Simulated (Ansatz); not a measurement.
# BGeNH6 (SMILES B[NH][GeH3]) at 6 levels

Aim: a comparison of 6 runs (HF/3-21G, B3LYP/6-31G*, CAM-B3LYP/6-31G*, HSE06/6-31G*, r2SCAN/6-31G*, MP2/6-31G*) of BGeNH6. 

The calculation is run with Ansatz 0.2.0.

69 further runs of the same task are left out: 69 set aside as unsound or not needed.

## Step 1: The system as given

BGeNH6: 9 atoms, total charge 0, spin state singlet. As SMILES, `B[NH][GeH3]`. The B1–H5 distance was set to 1.799 Å, away from the relaxed value. At this shape a bond of the SMILES string is far longer than usual.

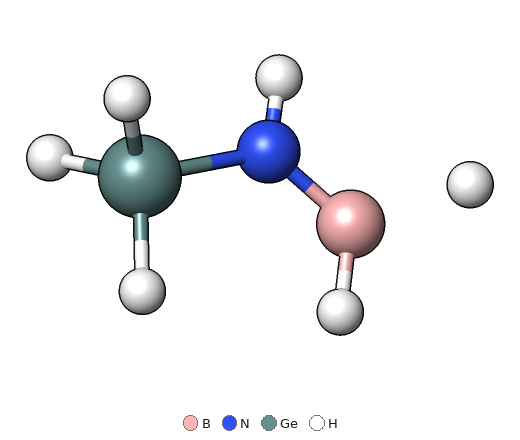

The structure, seen from a chosen angle (boron pink, nitrogen blue, germanium teal, hydrogen white).

## Step 2: The energy at HF/3-21G (run 1)

job.yaml

```yaml
crystal:
  periodic: [false, false, false]
  atoms:
    - {symbol: B, position_ang: [-0.686444, 0.120733, -0.906941]}
    - {symbol: N, position_ang: [0.164256, 0.178333, 0.193259]}
    - {symbol: Ge, position_ang: [0.852756, -1.270167, 1.122559]}
    - {symbol: H, position_ang: [-1.030344, -0.949467, -1.325041]}
    - {symbol: H, position_ang: [-1.249100, 1.647000, -1.674800]}
    - {symbol: H, position_ang: [0.441456, 1.089633, 0.528459]}
    - {symbol: H, position_ang: [2.389156, -1.223567, 1.060859]}
    - {symbol: H, position_ang: [0.302456, -2.523967, 0.440559]}
    - {symbol: H, position_ang: [0.404856, -1.184767, 2.591659]}
basis:
  gaussian:
    orbitals: 3-21G-spherical.json
accuracy: high
output: {orbitals: {seedname: orbitals}}
hamiltonian:
  xc: hf
```

The basis set 3-21G is read from a file made from the Basis Set Exchange's data (not shown).

On the command line:

```
ansatz run job.yaml --threads 1 --pin off --max-ram 3480MiB --events-out events.jsonl --progress --plain --runs-dir runs
```

The log of the run:

```text
Warning: RAYON_NUM_THREADS=1 ignored (pool sized by the plan → 1); use --threads N
Functional definition: HF
  name "HF"
  exchange = exact_x
  correlation = 0
1093 factors; integrals over basis functions are off by at most 4.6e-9 eV
mean field evaluation 1: about -58433.9591 eV, gradient 2.5e1 eV
mean field evaluation 2: about -58434.2024 eV, gradient 2.5e1 eV
mean field evaluation 4: about -58435.8143 eV, gradient 2.6e0 eV
mean field evaluation 8: about -58435.8430 eV, gradient 4.0e-4 eV
mean field -58435.84301038 eV, -2147.4776213944 hartree, gradient 2.4e-8 eV, S^2 0.000000; 0 other end points of the search recorded, 0 dependent functions left out
reference -58435.84301038 eV, -2147.4776213944 hartree; 25, 25 occupied and 27, 27 virtual orbitals, 1093 factors
Total energy: -58435.84301038 eV, -2147.4776213944 hartree
```

It took 0.52 s on 1 thread of Arm Neoverse V2, shared host; peak memory 0.11 GiB.

## Step 3: A single-point energy at B3LYP/6-31G(d) (spherical functions) (run 2)

molecule.yaml

```yaml
crystal:
  periodic: [false, false, false]
  atoms:
    - {symbol: B, position_ang: [-0.686444, 0.120733, -0.906941]}
    - {symbol: "N", position_ang: [0.164256, 0.178333, 0.193259]}
    - {symbol: Ge, position_ang: [0.852756, -1.270167, 1.122559]}
    - {symbol: H, position_ang: [-1.030344, -0.949467, -1.325041]}
    - {symbol: H, position_ang: [-1.249100, 1.647000, -1.674800]}
    - {symbol: H, position_ang: [0.441456, 1.089633, 0.528459]}
    - {symbol: H, position_ang: [2.389156, -1.223567, 1.060859]}
    - {symbol: H, position_ang: [0.302456, -2.523967, 0.440559]}
    - {symbol: H, position_ang: [0.404856, -1.184767, 2.591659]}
basis:
  gaussian:
    orbitals: 6-31G_st_-spherical.json
total_charge: 0
magnetization:
  spin_polarized: false
hamiltonian:
  xc: {name: B3LYP}
accuracy: high
output:
  orbitals: {seedname: orbitals}
```

The basis set 6-31G* is read from a file made from the Basis Set Exchange's data (not shown).

On the command line:

```
ansatz run molecule.yaml --threads 1 --pin off --max-ram 3480MiB --events-out events.jsonl --progress --plain --runs-dir runs
```

The log of the run:

```text
Warning: RAYON_NUM_THREADS=1 ignored (pool sized by the plan → 1); use --threads N
Functional definition: B3LYP
  name "B3LYP"
  parameter a0 = 0.2
  parameter ax = 0.72
  parameter ac = 0.81
  exchange = (1 - a0 - ax)*slater_x + ax*b88_x + a0*exact_x
  correlation = (1 - ac)*vwn_rpa_c + ac*lyp_c
1657 factors; integrals over basis functions are off by at most 4.0e-9 eV
mean field evaluation 1: about -58769.3569 eV, gradient 5.2e1 eV
mean field evaluation 2: about -58757.4755 eV, gradient 8.6e1 eV
mean field evaluation 4: about -58774.6295 eV, gradient 3.8e0 eV
mean field evaluation 8: about -58774.7823 eV, gradient 1.6e-1 eV
mean field evaluation 16: about -58774.7824 eV, gradient 6.6e-6 eV
mean field -58774.78239352 eV, -2159.9334139836 hartree, gradient 3.4e-8 eV, S^2 0.000000; 0 other end points of the search recorded, 0 dependent functions left out
reference -58774.78243658 eV, -2159.9334155658 hartree; 25, 25 occupied and 47, 47 virtual orbitals, 1657 factors
Total energy: -58774.78243658 eV, -2159.9334155658 hartree
```

It took 5.7 s on 1 thread of Arm Neoverse V2, shared host; peak memory 0.23 GiB.

Runs 3 to 4 aren't shown in full; the table further down has their settings and results.

## Step 4: The energy at r2SCAN/6-31G(d) (spherical functions) (run 5)

molecule.yaml, as its differences from that of step 3:

```diff
@@ -13,11 +13,6 @@
 basis:
-  gaussian:
-    orbitals: 6-31G_st_-spherical.json
-total_charge: 0
-magnetization:
-  spin_polarized: false
-hamiltonian:
-  xc: {name: B3LYP}
+  gaussian: {orbitals: 6-31G_st_-spherical.json}
+magnetization: {spin_polarized: false}
+hamiltonian: {xc: r2scan}
 accuracy: high
-output:
-  orbitals: {seedname: orbitals}
+output: {orbitals: {seedname: orbitals}}
```

The basis set 6-31G* is read from a file made from the Basis Set Exchange's data (not shown).

On the command line:

```
ansatz run molecule.yaml --threads 1 --pin off --max-ram 3480MiB --events-out events.jsonl --progress --plain --runs-dir runs
```

The log of the run:

```text
Warning: RAYON_NUM_THREADS=1 ignored (pool sized by the plan → 1); use --threads N
Functional definition: r2SCAN
  name "r2SCAN"
  parameter k0 = 0.174
  parameter k1 = 0.065
  parameter a1 = 4.9479
  exchange = r2scan_x(k0 = k0, k1 = k1, a1 = a1)
  correlation = r2scan_c
1657 factors; integrals over basis functions are off by at most 4.0e-9 eV
mean field evaluation 1: about -58765.8420 eV, gradient 5.3e1 eV
mean field evaluation 2: about -58748.7599 eV, gradient 9.5e1 eV
mean field evaluation 4: about -58771.3017 eV, gradient 5.3e0 eV
mean field evaluation 8: about -58771.3550 eV, gradient 1.0e-1 eV
mean field evaluation 16: about -58771.3551 eV, gradient 1.4e-6 eV
mean field -58771.35505546 eV, -2159.8074616328 hartree, gradient 7.1e-8 eV, S^2 0.000000; 0 other end points of the search recorded, 0 dependent functions left out
reference -58771.35505638 eV, -2159.8074616668 hartree; 25, 25 occupied and 47, 47 virtual orbitals, 1657 factors
Total energy: -58771.35505638 eV, -2159.8074616668 hartree
```

It took 9.6 s on 1 thread of Arm Neoverse V2, shared host; peak memory 0.24 GiB.

## Step 5: A single-point energy at MP2/6-31G(d) (spherical functions) (run 6)

run.yaml

```yaml
crystal:
  periodic: [false, false, false]
  atoms:
    - {symbol: B, position_ang: [-0.686444, 0.120733, -0.906941]}
    - {symbol: "N", position_ang: [0.164256, 0.178333, 0.193259]}
    - {symbol: Ge, position_ang: [0.852756, -1.270167, 1.122559]}
    - {symbol: H, position_ang: [-1.030344, -0.949467, -1.325041]}
    - {symbol: H, position_ang: [-1.249100, 1.647000, -1.674800]}
    - {symbol: H, position_ang: [0.441456, 1.089633, 0.528459]}
    - {symbol: H, position_ang: [2.389156, -1.223567, 1.060859]}
    - {symbol: H, position_ang: [0.302456, -2.523967, 0.440559]}
    - {symbol: H, position_ang: [0.404856, -1.184767, 2.591659]}
basis:
  gaussian: {orbitals: 6-31G_st_-spherical.json}
accuracy: high
correlation: {method: mp2, frozen_orbitals: {B: 1, Ge: 9, H: 0, "N": 1}}
```

The basis set 6-31G* is read from a file made from the Basis Set Exchange's data (not shown).

On the command line:

```
ansatz run run.yaml --threads 1 --pin off --max-ram 3480MiB --events-out events.jsonl --progress --plain --runs-dir runs
```

The log of the run:

```text
Warning: RAYON_NUM_THREADS=1 ignored (pool sized by the plan → 1); use --threads N
[... 4 set-up lines as earlier in the session ...]
1657 factors; integrals over basis functions are off by at most 4.0e-9 eV
mean field evaluation 1: about -58710.4763 eV, gradient 2.8e1 eV
mean field evaluation 2: about -58710.5373 eV, gradient 2.8e1 eV
mean field evaluation 4: about -58712.6443 eV, gradient 3.1e0 eV
mean field evaluation 8: about -58712.6826 eV, gradient 8.4e-2 eV
mean field -58712.68260373 eV, -2157.6512888016 hartree, gradient 2.9e-8 eV, S^2 0.000000; 0 other end points of the search recorded, 0 dependent functions left out
11 core orbitals not correlated: weight in the atoms' cores, before any rotation towards them, 1.000 or more for the frozen orbitals, at most 0.000 for the correlated occupied ones
reference -58712.68260373 eV, -2157.6512888016 hartree; 14, 14 occupied and 47, 47 virtual orbitals, 1657 factors
second order -13.30982254 eV of doubles, -0.00000000 eV of singles
Total energy: -58725.99242627 eV, -2158.1404157582 hartree
```

It took 1.9 s on 1 thread of Arm Neoverse V2, shared host; peak memory 0.18 GiB.

## Step 6: All runs side by side

```csv
run,level,frozen core orbitals,energy (Eh),HOMO energy (eV),LUMO energy (eV),HOMO–LUMO gap (eV),wall time
1,HF/3-21G,–,-2147.477621,-10.03,3.86,13.89,0.52 s
2,B3LYP/6-31G* (spherical functions),–,-2159.933416,-7.06,0.09,7.15,5.7 s
3,CAM-B3LYP/6-31G* (spherical functions),–,-2159.949763,-8.61,1.30,9.91,6.3 s
4,HSE06/6-31G* (spherical functions),–,-2159.503280,-6.89,-0.04,6.84,6.3 s
5,r2SCAN/6-31G* (spherical functions),–,-2159.807462,-6.37,-0.32,6.05,9.6 s
6,MP2/6-31G* (spherical functions),11,-2158.140416,–,–,–,1.9 s
```

## Step 7: Summary of results

| quantity | value |
| --- | --- |
| run 6: total energy | -2158.14042 Eh |
| run 6: correlation energy (11 core orbitals frozen) | -489.1 mEh |

What this shows: Over runs 1, 2, 3, 4, 5 the HOMO–LUMO gap runs from 6.05 eV (r2SCAN/6-31G*) to 13.89 eV (HF/3-21G). The two ends differ in method and basis. Totals of different functionals can't be ranked against each other. All runs together took 30 s, the longest 9.6 s.
